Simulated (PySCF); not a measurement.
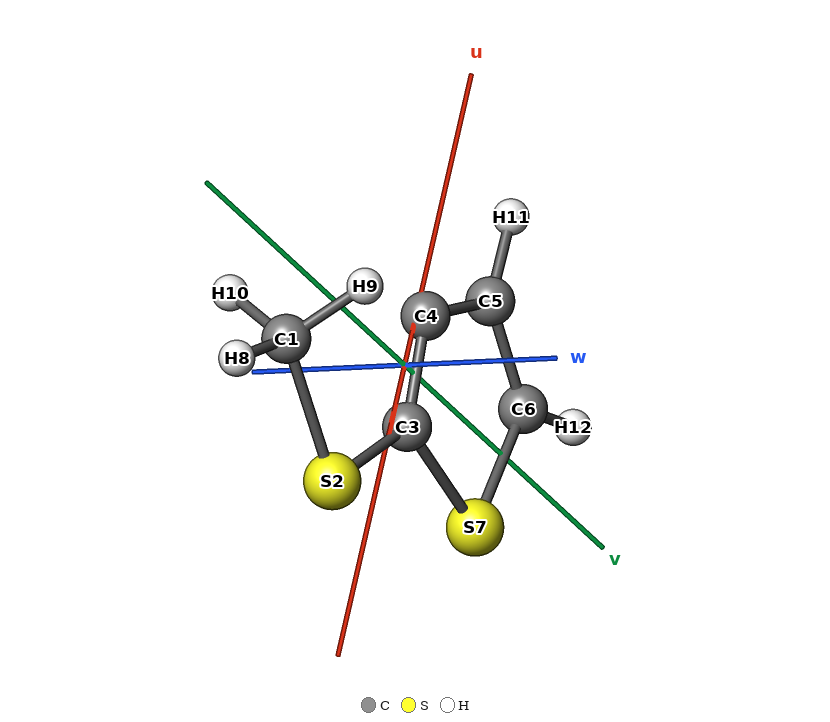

The lines u, v and w are the principal axes of the g tensor. State: neutral, doublet. The computed structure is the end point of a GFN2-xTB optimisation. No frequency run is at hand to confirm it as a minimum. Properties computed with UKS B3LYP, pcH-1 on C H S, non-relativistic, mean-field spin-orbit, GIAO (PySCF 2.14.0).

Along which axis does g lie farthest from the free-electron value?

Answer. Along u (nearly parallel to the C3–C4 bond): the shift is −2502 ppm.

Give the principal values and shifts.

```json
{"axis": "u", "g": "1.99982", "shift (ppm)": "−2502"}
{"axis": "v", "g": "2.00339", "shift (ppm)": "1070"}
{"axis": "w", "g": "2.00187", "shift (ppm)": "−448"}
```
